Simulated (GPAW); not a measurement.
## STM contrast on Zr2CO2 MXene monolayer

What would a tunnelling microscope show on Zr2CO2 MXene monolayer?

Calculated with GPAW 26.7.0; GPAW, PAW setups; layer in a repeated cell with vacuum, relaxation of atoms and in-plane cell, in the first sound run; inputs show where later runs differ.

### Step 1. Set-up

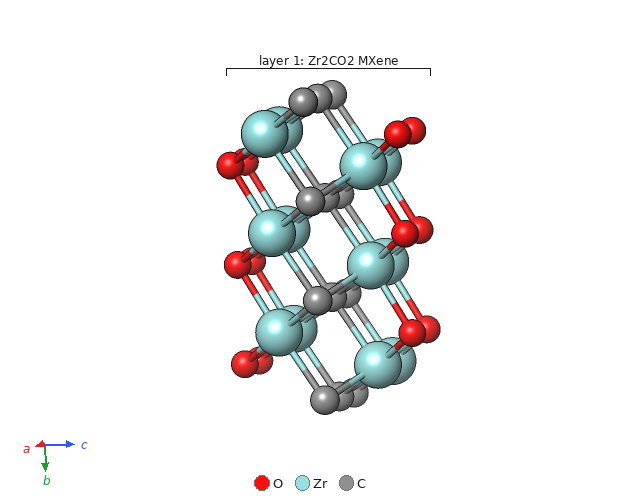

The starting structure, seen from the side, with the c axis across the page (oxygen red, zirconium light teal, carbon grey). 2×3×1 cells are drawn. Some periodic images of atoms are drawn too.

The cell holds 5 atoms: 2 O, 2 Zr and 1 C. Cell: a = 3.289 Å, b = 3.289 Å, c = 20.953 Å, α = 90.0°, β = 90.0°, γ = 120.0°. Vacuum lies along c.

### Step 2. Relaxing the atoms

Forces are removed first; all later runs use this geometry.

Contents of run.py:

```python
import json
import numpy as np
from ase import Atoms
from ase.filters import FrechetCellFilter
from ase.optimize import BFGS
from gpaw import GPAW, PW

slab = Atoms(
    ['O', 'Zr', 'C', 'Zr', 'O'],
    positions=[
        [-0.00000, 1.89891, 8.00000],
        [1.64450, 0.94945, 9.17872],
        [0.00000, 0.00000, 10.47647],
        [-0.00000, 1.89891, 11.77423],
        [1.64450, 0.94945, 12.95295]],
    cell=[[3.289, 0.0, 0.0], [-1.6445, 2.84836, 0.0], [0.0, 0.0, 20.9529]],
    pbc=[True, True, True])

slab.calc = GPAW(mode=PW(600), xc='PBE', kpts={'size': (12, 12, 1), 'gamma': True},
                 occupations={'name': 'fermi-dirac', 'width': 0.05}, nbands='160%',
                 convergence={'density': 1e-05}, maxiter=200,
                 symmetry={'tolerance': 1e-3}, txt='slab.txt')
result = {}
# The in-plane cell is free; stress needs a cell that repeats along all three vectors
path = []
opt = BFGS(FrechetCellFilter(slab, mask=[1, 1, 0, 0, 0, 1]), maxstep=0.2)
opt.attach(lambda: path.append((slab.get_potential_energy(), slab.positions.tolist(), slab.get_forces().tolist())))
result['relaxed'] = bool(opt.run(fmax=0.02, steps=45))
result['path'] = path
result['cell'] = slab.cell.tolist()
print('in-plane lattice', slab.cell.cellpar().round(4)[[0, 1, 5]])
energy = slab.get_potential_energy()
fermi = slab.calc.get_fermi_level()
v = slab.calc.get_electrostatic_potential().mean((0, 1)) - fermi
n = slab.calc.get_pseudo_density().mean((0, 1))
L = slab.cell[2, 2]
z = np.arange(len(v)) * L / len(v)
low, high = slab.positions[:, 2].min(), slab.positions[:, 2].max()
below, above = np.interp([low - 5.8, high + 5.8], z, v)
slopes = [np.interp(x, z, np.gradient(v, z)) for x in (low - 5.8, high + 5.8)]
eps = np.array([[slab.calc.get_eigenvalues(k, s) for k in range(len(slab.calc.get_ibz_k_points()))]
                for s in range(slab.calc.get_number_of_spins())]) - fermi
top, bottom = eps[eps < 0].max(), eps[eps > 0].min()
dipole = slab.get_dipole_moment()[2]
print(f'energy {energy:.4f} eV, Fermi level {fermi:.4f} eV, dipole {dipole:.5f} e A')
print(f'potential 5.8 A off the faces, from the Fermi level: lower {below:.4f} eV, upper {above:.4f} eV')
print(f'slope of the potential there: lower {slopes[0]:.5f}, upper {slopes[1]:.5f} eV/A')
print(f'nearest levels on the mesh: {top:.4f} and {bottom:.4f} eV')
print('magnetic moment', round(slab.get_magnetic_moment(), 3))
result.update(energy=energy, fermi=fermi, dipole=dipole, below=below, above=above, slopes=slopes, edges=[top, bottom],
              z=z.tolist(), v=v.tolist(), n=n.tolist(), positions=slab.positions.tolist(),
              forces=slab.get_forces(apply_constraint=False).tolist(), moments=slab.get_magnetic_moments().tolist())
json.dump(result, open('result.json', 'w'))
```

Command:

```
OMP_NUM_THREADS=1 OPENBLAS_NUM_THREADS=1 python run.py
```

What it wrote:

```text
Step          Energy          fmax
BFGS:    0      -44.553318        5.013407
BFGS:    1      -45.290228        2.263864
BFGS:    2      -45.520392        0.380702
BFGS:    3      -45.525957        0.314060
BFGS:    4      -45.542874        0.169190
BFGS:    5      -45.544765        0.138076
BFGS:    6      -45.546970        0.137527
BFGS:    7      -45.550628        0.102613
BFGS:    8      -45.555271        0.054982
BFGS:    9      -45.556997        0.018235
in-plane lattice [  3.2822   3.2822 120.    ]
energy -45.5570 eV, Fermi level -0.2840 eV, dipole 0.00074 e A
potential 5.8 A off the faces, from the Fermi level: lower 4.8912 eV, upper 4.8880 eV
slope of the potential there: lower 0.00019, upper 0.00115 eV/A
nearest levels on the mesh: -0.4409 and 0.4903 eV
magnetic moment 0.0
```

Wall time 7 min (1 thread of Intel Xeon at 2.60GHz (Ice Lake), shared host); peak memory 0.43 GiB.

Numbers from this step:

```
dipole along the normal                    : 7.38e-4 e·Å
levels nearest the Fermi level on the mesh : -0.4409, 0.4903 eV from the Fermi level
```

Table of electrostatic potential energy of an electron (without an applied field's), less the Fermi level, planar mean by z:

| z (Å) | electrostatic potential energy of an electron (without an applied field's), less the Fermi level, planar mean (eV) |
| --- | --- |
| 0 | 4.89 |
| 1 | 4.89 |
| 2 | 4.89 |
| 3 | 4.89 |
| 4 | 4.89 |
| 5 | 4.89 |
| 6 | 4.88 |
| 7 | 4.45 |
| 8 | -8.58 |
| 9 | -21.7 |
| 10 | -5.08 |
| 11 | -5.12 |
| 12 | -21.2 |
| 13 | -7.09 |
| 14 | 4.50 |
| 15 | 4.87 |
| 16 | 4.88 |
| 17 | 4.89 |
| 18 | 4.89 |
| 19 | 4.89 |
| 20 | 4.89 |

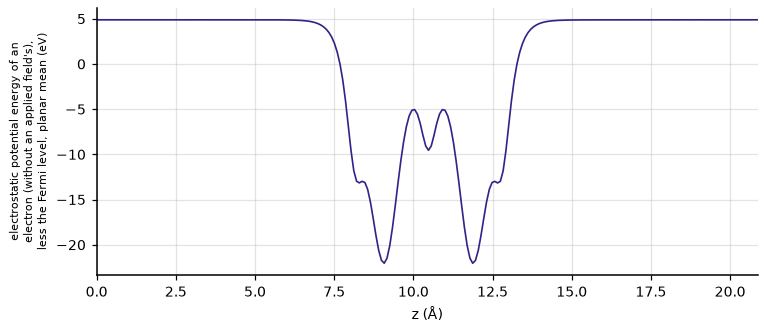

Electrostatic potential energy of an electron (without an applied field's), less the Fermi level, planar mean, plotted against z.

Pseudo valence density, planar mean against z:

| z (Å) | pseudo valence density, planar mean (e/Å³) |
| --- | --- |
| 4 | 1.7e-6 |
| 6 | 9.7e-4 |
| 8 | 0.753 |
| 10 | 0.432 |
| 12 | 1.13 |
| 14 | 0.0254 |
| 16 | 3.1e-5 |

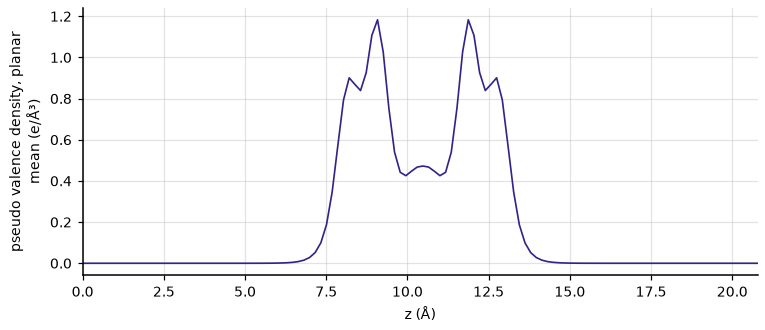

Pseudo valence density, planar mean, plotted against z.

The relaxation lowered the energy of the cell by 1.00 eV (energies extrapolated to zero smearing; the optimiser's log prints free energies). The largest force left on a free atom is 0.018 eV/Å.

### Step 3. Plane waves, PBE

The work function is the vacuum plateau of the electrostatic potential less the Fermi level; a dipole layer lets the two faces have plateaus of their own.

This step: GPAW, PAW setups; slab in vacuum (GPAW 26.7.0).

The cell differs from the one that the last finished run ended in (c 20.953 → 20.642 Å).

Contents of run.py:

```python
import json
import numpy as np
from ase import Atoms
from ase.dft.stm import STM
from gpaw import GPAW, PW

slab = Atoms(
    ['O', 'Zr', 'C', 'Zr', 'O'],
    positions=[
        [-0.00000, 1.89499, 8.00000],
        [1.64111, 0.94749, 8.92181],
        [-0.00000, -0.00000, 10.32116],
        [-0.00000, 1.89499, 11.72052],
        [1.64111, 0.94749, 12.64233]],
    cell=[[3.28222, 0.0, 0.0], [-1.64111, 2.84249, 0.0], [0.0, 0.0, 20.6423]],
    pbc=[True, True, False])

slab.calc = GPAW(mode=PW(500), xc='PBE', kpts={'size': (12, 12, 1), 'gamma': True},
                 occupations={'name': 'fermi-dirac', 'width': 0.05}, nbands='160%',
                 convergence={'density': 1e-05}, maxiter=200,
                 poissonsolver={'dipolelayer': 'xy'},
                 symmetry={'tolerance': 1e-3}, txt='slab.txt')
result = {}
energy = slab.get_potential_energy()
fermi = slab.calc.get_fermi_level()
v = slab.calc.get_electrostatic_potential().mean((0, 1)) - fermi
n = slab.calc.get_pseudo_density().mean((0, 1))
L = slab.cell[2, 2]
z = np.arange(len(v)) * L / len(v)
low, high = slab.positions[:, 2].min(), slab.positions[:, 2].max()
below, above = np.interp([low - 5.8, high + 5.8], z, v)
slopes = [np.interp(x, z, np.gradient(v, z)) for x in (low - 5.8, high + 5.8)]
eps = np.array([[slab.calc.get_eigenvalues(k, s) for k in range(len(slab.calc.get_ibz_k_points()))]
                for s in range(slab.calc.get_number_of_spins())]) - fermi
top, bottom = eps[eps < 0].max(), eps[eps > 0].min()
dipole = slab.get_dipole_moment()[2]
print(f'energy {energy:.4f} eV, Fermi level {fermi:.4f} eV, dipole {dipole:.5f} e A')
print(f'potential 5.8 A off the faces, from the Fermi level: lower {below:.4f} eV, upper {above:.4f} eV')
print(f'slope of the potential there: lower {slopes[0]:.5f}, upper {slopes[1]:.5f} eV/A')
print(f'nearest levels on the mesh: {top:.4f} and {bottom:.4f} eV')
print('magnetic moment', round(slab.get_magnetic_moment(), 3))
result.update(energy=energy, fermi=fermi, dipole=dipole, below=below, above=above, slopes=slopes, edges=[top, bottom],
              z=z.tolist(), v=v.tolist(), n=n.tolist(), positions=slab.positions.tolist(),
              forces=slab.get_forces(apply_constraint=False).tolist(), moments=slab.get_magnetic_moments().tolist())

# Images need the states of the whole zone, up to time reversal
slab.calc = slab.calc.fixed_density(symmetry={'point_group': False}, txt='states.txt', nbands='250%',
                                    convergence={'bands': 'CBM+1.8'})
stm = STM(slab)
result['stm'] = []
for bias in [-2.0, -1.0, 1.5]:
    height = high + 3.0
    current = stm.get_averaged_current(bias, height)
    x, y, h = stm.scan(bias, current)
    i, f = divmod(height / L * stm.ldos.shape[2], 1)
    I = abs((1 - f) * stm.ldos[:, :, int(i)] + f * stm.ldos[:, :, int(i) + 1])
    print(f'bias {bias} V: mean current at 3.0 A {current:.4e}, corrugation {np.ptp(h):.4f} A')
    result['stm'].append(dict(bias=bias, current=current, h=(h - high).tolist(), I=I.tolist()))
json.dump(result, open('result.json', 'w'))
```

What it wrote:

```text
energy -44.8428 eV, Fermi level -0.2089 eV, dipole 0.00044 e A
potential 5.8 A off the faces, from the Fermi level: lower 4.8896 eV, upper 4.8814 eV
slope of the potential there: lower 0.00051, upper -0.00051 eV/A
nearest levels on the mesh: -0.4377 and 0.4868 eV
magnetic moment 0.0
bias -2.0 V: mean current at 3.0 A 6.0186e-06, corrugation 0.2761 A
bias -1.0 V: mean current at 3.0 A 1.2613e-07, corrugation 0.2947 A
bias 1.5 V: mean current at 3.0 A 6.9803e-06, corrugation 0.2138 A
```

It took 3.4 min on 1 thread; peak memory 0.69 GiB.

This step gave:

| Quantity | Value |
| --- | --- |
| dipole along the normal | 4.39e-4 e·Å |
| levels nearest the Fermi level on the mesh | -0.4377, 0.4868 eV from the Fermi level |
| upper work function | 4.881 eV |
| lower work function | 4.890 eV |
| corrugation -2 | 0.2761 Å |
| corrugation -1 | 0.2947 Å |
| corrugation 1.5 | 0.2138 Å |
| upper ionisation energy | 5.319 eV |

Electrostatic potential energy of an electron (without an applied field's), less the Fermi level, planar mean against z:

| z (Å) | electrostatic potential energy of an electron (without an applied field's), less the Fermi level, planar mean (eV) |
| --- | --- |
| 0 | 4.89 |
| 1 | 4.89 |
| 2 | 4.89 |
| 3 | 4.89 |
| 4 | 4.89 |
| 5 | 4.89 |
| 6 | 4.86 |
| 7 | 4.12 |
| 8 | -12.3 |
| 9 | -21.5 |
| 10 | -5.89 |
| 11 | -6.66 |
| 12 | -18.5 |
| 13 | -2.46 |
| 14 | 4.65 |
| 15 | 4.87 |
| 16 | 4.88 |
| 17 | 4.88 |
| 18 | 4.88 |
| 19 | 4.88 |
| 20 | 4.88 |

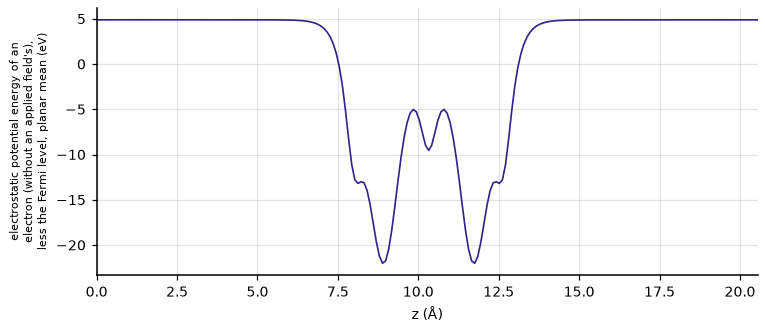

Electrostatic potential energy of an electron (without an applied field's), less the Fermi level, planar mean, plotted against z.

Pseudo valence density, planar mean against z:

| z (Å) | pseudo valence density, planar mean (e/Å³) |
| --- | --- |
| 4 | 3.0e-6 |
| 6 | 0.00167 |
| 8 | 0.873 |
| 10 | 0.450 |
| 12 | 0.992 |
| 14 | 0.0149 |
| 16 | 2.0e-5 |

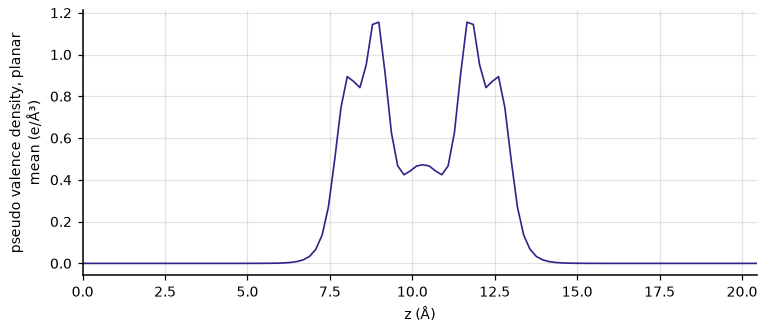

Pseudo valence density, planar mean, plotted against z.

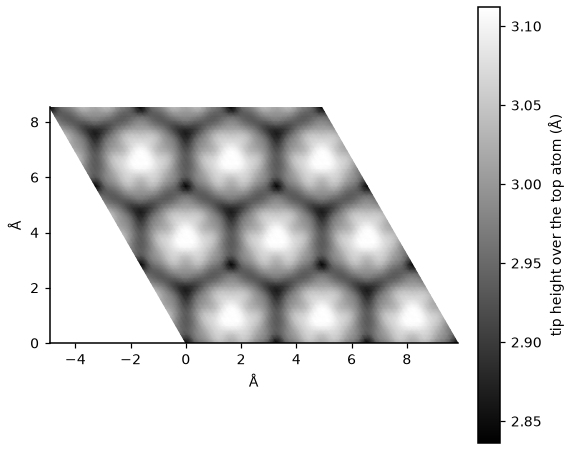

Tip height over the top atom over a1 and a2. Sample bias -2 V, constant current at the mean current 3.0 Å over the top atom. The cell is repeated, with its origin at the lower left corner.

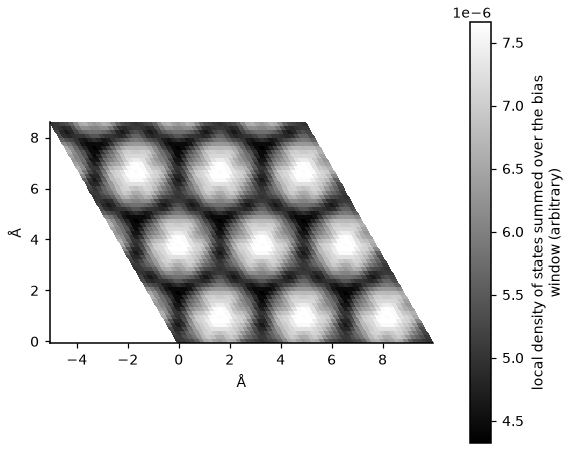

Local density of states summed over the bias window over a1 and a2. Sample bias -2 V, constant height 3.0 Å over the top atom. The cell is repeated, with its origin at the lower left corner.

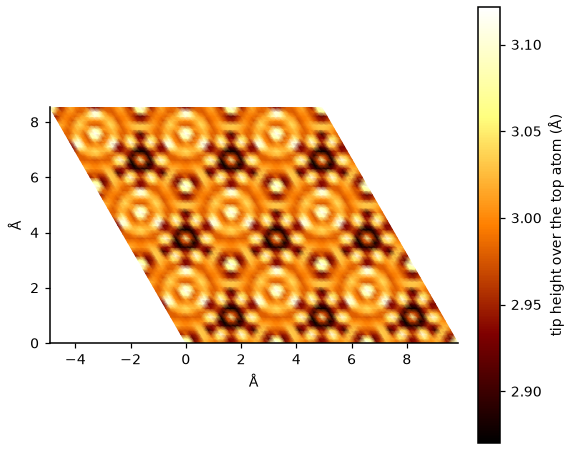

Tip height over the top atom over a1 and a2. Sample bias -1 V, constant current at the mean current 3.0 Å over the top atom. The cell is repeated, with its origin at the lower left corner.

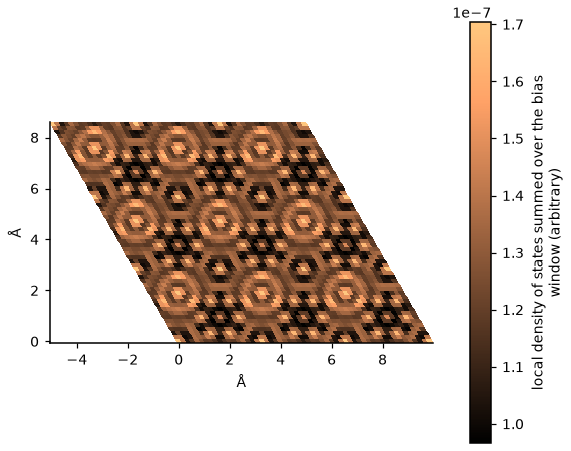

Local density of states summed over the bias window over a1 and a2. Sample bias -1 V, constant height 3.0 Å over the top atom. The cell is repeated, with its origin at the lower left corner.

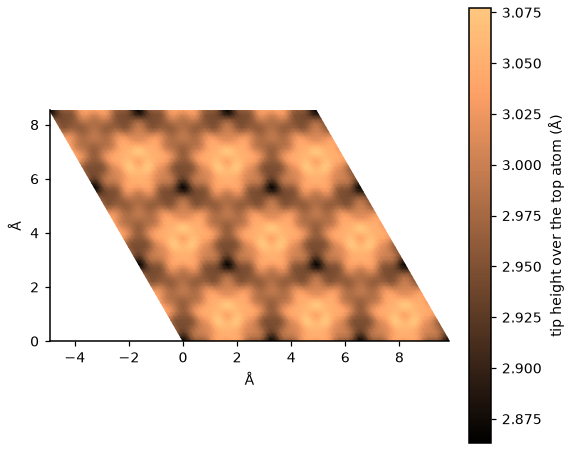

Tip height over the top atom over a1 and a2. Sample bias 1.5 V, constant current at the mean current 3.0 Å over the top atom. The cell is repeated, with its origin at the lower left corner.

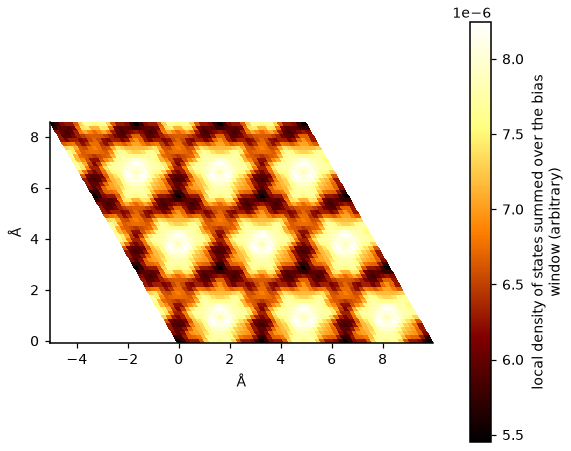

Local density of states summed over the bias window over a1 and a2. Sample bias 1.5 V, constant height 3.0 Å over the top atom. The cell is repeated, with its origin at the lower left corner.

The layer is gapped, so the Fermi level lies somewhere inside the gap, set by smearing and numerics, and these work functions are no property of the material; the band edges below the vacuum level are. The potential is flat to 5.1e-4 eV/Å where it is read, so the vacuum is wide enough.

### Step 4. Summary of results

```
work function, upper and lower face (Fermi level placed in the gap by the smearing) : 4.881 and 4.890 eV
ionisation energy from the upper face (highest filled level on the mesh)            : 5.32 eV
electron affinity from the upper face (lowest empty Kohn-Sham level on the mesh)    : 4.39 eV
dipole along the normal                                                             : 4.4e-4 e Å
corrugation at -2 V                                                                 : 0.276 Å as printed, 0.22 Å or less without short-wave noise
corrugation at -1 V                                                                 : 0.295 Å as printed, 0.086 Å or less without short-wave noise
corrugation at 1.5 V                                                                : 0.214 Å as printed, 0.16 Å or less without short-wave noise
```

What this shows: At -2 V, -1 V and 1.5 V GPAW's map carries short-wave noise, which can't be real at this height: without waves under 1.5 Å it spans 0.22 Å against 0.28 Å printed, 0.086 Å against 0.29 Å printed and 0.16 Å against 0.21 Å printed. The reading below uses the filtered value, which may still be too high. The corrugation at constant current is largest at -2 V, where the tip height varies by 0.22 Å over the cell. Negative sample bias images filled states, positive bias empty ones. The levels nearest the Fermi level on the mesh lie 0.924 eV apart, so the slab is gapped there: the smearing puts the Fermi level inside the gap, and from either face the ionisation energy is the work function plus 0.44 eV. Both are Kohn-Sham levels on the mesh, and semilocal gaps are too small, so the affinity tends to come out too large and the ionisation energy too small. The images are of Tersoff-Hamann type: an s-wave tip, no tip-sample forces, heights closer than in a microscope. Biases count from a Fermi level whose place in the gap is arbitrary, so only their reach past the band edges has a meaning. The small printed dipole stands for a step of -8.5 meV from the lower to the upper face, and the probes find -8.3 meV; values this small are near the numerical noise of both. The layer's cell and atoms come from the relaxation; spin-orbit coupling and temperature are left out.

[Logs are printed without paths, hosts, clocks, repeated set-up lines and the standing remarks that a program may print on its own settings, such as how far it seeks lower states.]

[Hosts, paths, dates, database ids (printed as entryN), source tags and the programs' standing remarks are cut or masked in the printed files.]
